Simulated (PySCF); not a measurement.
## C6H8O2Si: excited-state calculation

System: C6H8O2Si, SMILES Oc1ccc(O[SiH3])cc1.
Method: TDDFT wB97X-D/def2-SVPD, vertical, gas phase, core orbitals frozen in the response (PySCF 2.14.0).

The geometry comes from this level: PBE0-D3(BJ)/def2-SVP. It belongs to a series of runs on one base structure; here: H on C replaced by OSiH3.

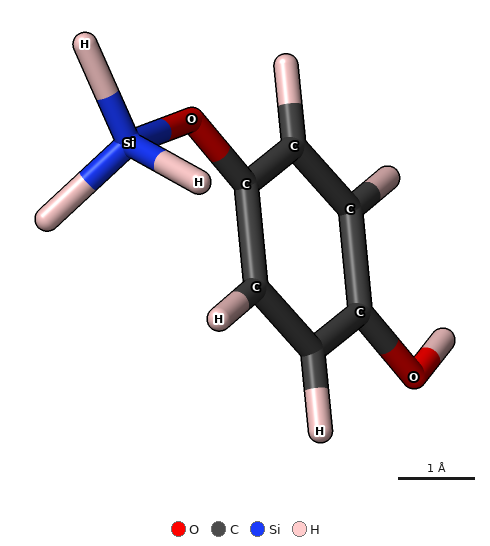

**Figure 1.** The structure (stick view, seen at a tilt). Bond lengths as drawn: C–C 1.39 to 1.40 Å, C–H 1.09 Å, C–O 1.35 to 1.36 Å, H–O 0.96 Å, H–Si 1.49 Å and O–Si 1.68 Å.

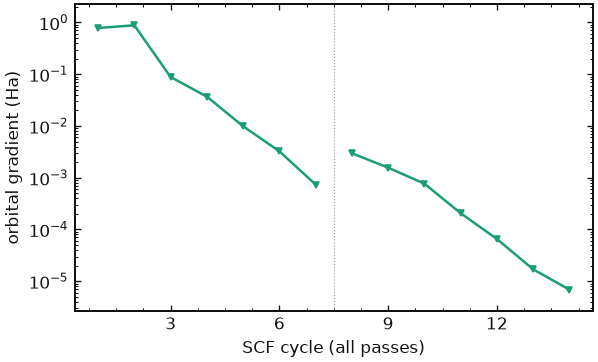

**Figure 2.** Convergence of the self-consistent field: orbital gradient against the SCF cycle. The dotted line marks the change from a coarse to the final integration grid. The first 7 cycles use a coarse grid, the final grid takes over at cycle 8, and the field converges after 14 cycles in all.

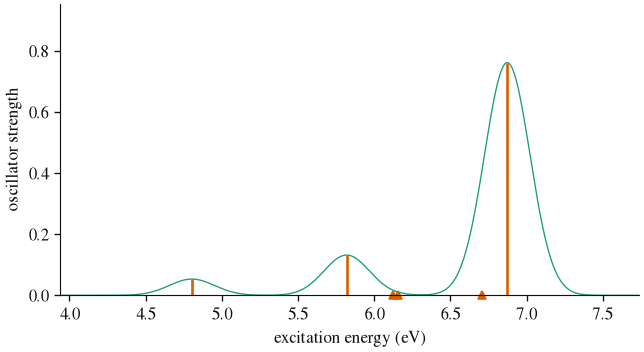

**Figure 3.** Computed excitations as sticks (degenerate states added up, dark ones marked on the axis), with a Gaussian envelope of 0.35 eV full width at half maximum, scaled to the tallest. Of the 6 states the lowest lies at 4.80 eV (f = 0.053); the strongest line is at 6.87 eV, or 180 nm (f = 0.762).

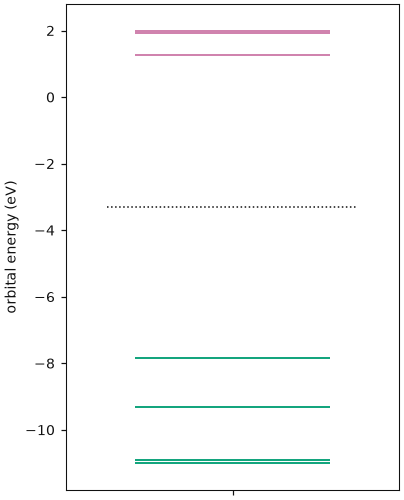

**Figure 4.** Orbital energies near the frontier; the dotted line parts filled from empty levels, and levels within 0.02 eV of each other stand side by side. Highest filled −7.85 eV, lowest empty 1.25 eV, 9.10 eV apart.

These pictures come from the run below.

## The input
```
{"job": {"kind": "uv", "xc": "wB97X-D", "basis": "def2-SVPD", "dynamic": true, "nstates": 6, "ntriplets": 0}, "charge": 0, "multiplicity": 1}
O     -3.461528    -0.779727     0.140522
C     -2.182011    -0.341427     0.172431
C     -1.841463     1.013709     0.112413
C     -0.509102     1.411639     0.151138
C      0.509816     0.462305     0.250774
O      1.791435     0.906848     0.287757
Si     3.203496     0.009515     0.372904
C      0.169393    -0.893133     0.309362
C     -1.163304    -1.291602     0.270184
H     -4.052883    -0.023608     0.069614
H     -2.629199     1.769755     0.034384
H     -0.237056     2.467600     0.104978
H      3.319479    -0.908485    -0.800146
H      3.244543    -0.800450     1.627739
H      4.300658     1.011099     0.363622
H      0.950207    -1.654982     0.387868
H     -1.432832    -2.348310     0.315698
```

The first line tells a small driver script what to run in PySCF; the rest is the geometry in Å.

Command:
```bash
OMP_NUM_THREADS=1 python <driver script> task.json out
```

## What the program printed
```
coarse grid: 15272 points
cycle   1  E = -672.7033037405  dE =  1.708e+00  |g| = 7.814e-01  |ddm| = 9.125e+00
cycle   2  E = -672.6901490638  dE =  1.315e-02  |g| = 8.822e-01  |ddm| = 3.806e+00
cycle   3  E = -672.8257144027  dE = -1.356e-01  |g| = 8.839e-02  |ddm| = 1.894e+00
cycle   4  E = -672.8272076203  dE = -1.493e-03  |g| = 3.691e-02  |ddm| = 2.903e-01
cycle   5  E = -672.8275268957  dE = -3.193e-04  |g| = 9.867e-03  |ddm| = 1.290e-01
cycle   6  E = -672.8275463385  dE = -1.944e-05  |g| = 3.236e-03  |ddm| = 3.519e-02
cycle   7  E = -672.8275487707  dE = -2.432e-06  |g| = 7.375e-04  |ddm| = 1.007e-02
final grid: 144568 points
cycle   8  E = -672.9283430032  dE = -9.248e-05  |g| = 2.968e-03  |ddm| = 2.755e-01
cycle   9  E = -672.9283453531  dE = -2.350e-06  |g| = 1.562e-03  |ddm| = 3.568e-02
cycle  10  E = -672.9283457831  dE = -4.300e-07  |g| = 7.662e-04  |ddm| = 5.849e-03
cycle  11  E = -672.9283459074  dE = -1.243e-07  |g| = 2.058e-04  |ddm| = 2.767e-03
cycle  12  E = -672.9283459177  dE = -1.031e-08  |g| = 6.535e-05  |ddm| = 7.622e-04
cycle  13  E = -672.9283459190  dE = -1.272e-09  |g| = 1.693e-05  |ddm| = 2.552e-04
cycle  14  E = -672.9283459191  dE = -1.178e-10  |g| = 6.854e-06  |ddm| = 9.030e-05
converged SCF energy = -672.9283459191

Static polarisability (au): isotropic 104.638, principal 68.958 104.118 140.837

Singlet excitations
state   eV       nm        f      main configurations
  1   4.8033    258.1   0.05326   H->L 0.89, H-1->L+2 0.10
  2   5.8188    213.1   0.13191   H->L+2 0.80, H-1->L 0.18
  3   6.1236    202.5   0.00000   H->L+4 0.53, H->L+3 0.26, H->L+1 0.13
  4   6.1572    201.4   0.00080   H->L+1 0.62, H->L+3 0.26
  5   6.7066    184.9   0.00108   H->L+5 0.33, H->L+3 0.24, H->L+4 0.23
  6   6.8732    180.4   0.76179   H-1->L 0.78, H->L+2 0.18
```

## Key numbers

| quantity | value |
| --- | --- |
| outcome | converged |
| total energy | −672.928346 hartree |
| HOMO | −7.85 eV |
| LUMO | 1.25 eV |
| dipole moment | 0.64 D |
| mean polarisability | 104.64 a.u. |
| lowest excitation | 4.80 eV |
| hardware | 1 CPU thread, shared host |
| wall time | 69 s |
| peak memory | 1.2 GiB |
